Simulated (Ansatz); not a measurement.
**Run report: BSiHO, single-point calculation**

System: BSiHO.
Method: RKS PBE-D4/def2-TZVPP (Ansatz 0.2.0).

The geometry comes from this level: PBE0-D4/def2-TZVP.

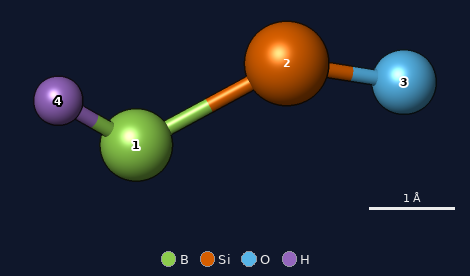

Figure 1. The input geometry (ball-and-stick view, seen at a tilt; atoms are numbered from 1 in the order of the input).

### Results in brief

| quantity | value |
| --- | --- |
| outcome | converged |
| total energy | −10607.8546 eV |
| mean-field energy | −10607.7837 eV |
| dispersion energy | −0.0709 eV |
| SCF solution under orbital rotations | stable |
| hardware | 2 threads of Arm Neoverse V2, 95 GiB of memory available, shared host |
| wall time | 0.8 s (CPU time 1.4 s) |
| peak memory | 0.29 GiB |

### The input
```yaml
crystal:
  periodic: [false, false, false]
  atoms:
    - {symbol: B, position_ang: [-1.075782, 0.117058, -0.392624]}
    - {symbol: Si, position_ang: [0.810810, -0.105854, 0.311470]}
    - {symbol: O, position_ang: [1.571506, -0.982396, 1.289409]}
    - {symbol: H, position_ang: [-1.306532, 0.971193, -1.208256]}
basis:
  gaussian: {orbitals: def2-TZVPP}
hamiltonian: {xc: pbe, dispersion: d4}
```

Launch command:
```bash
ansatz run in.yaml --threads 2 --pin off --events-out ev --progress --plain --max-ram 4352MiB
```

### Log
```
Functional definition: PBE
  name "PBE"
  cite "Perdew, Burke & Ernzerhof, Phys. Rev. Lett. 77, 3865 (1996) doi:10.1103/PhysRevLett.77.3865"
  parent pbe
  parameter kappa = 0.804
  parameter beta = 0.06672455060314922
  exchange = pbe_x(kappa = kappa, mu = beta*pi^2/3)
  correlation = pbe_c(beta = beta)
667 factors; their error is unknown
mean field evaluation 1: about -10597.2488 eV, gradient 7.4e1 eV
mean field evaluation 2: about -10386.4425 eV, gradient 2.0e2 eV
mean field evaluation 4: about -10599.7758 eV, gradient 4.3e1 eV
mean field evaluation 8: about -10607.8002 eV, gradient 1.2e0 eV
mean field evaluation 16: about -10607.7837 eV, gradient 2.8e-4 eV
mean field -10607.78367699 eV, -389.8288599153 hartree, gradient 2.9e-5 eV, S^2 0.000000; 0 other end points of the search recorded, 0 dependent functions left out
reference -10607.78371231 eV, -389.8288612134 hartree; 14, 14 occupied and 104, 104 virtual orbitals, 667 factors
Total energy: -10607.85463122 eV, -389.8314674352 hartree
```
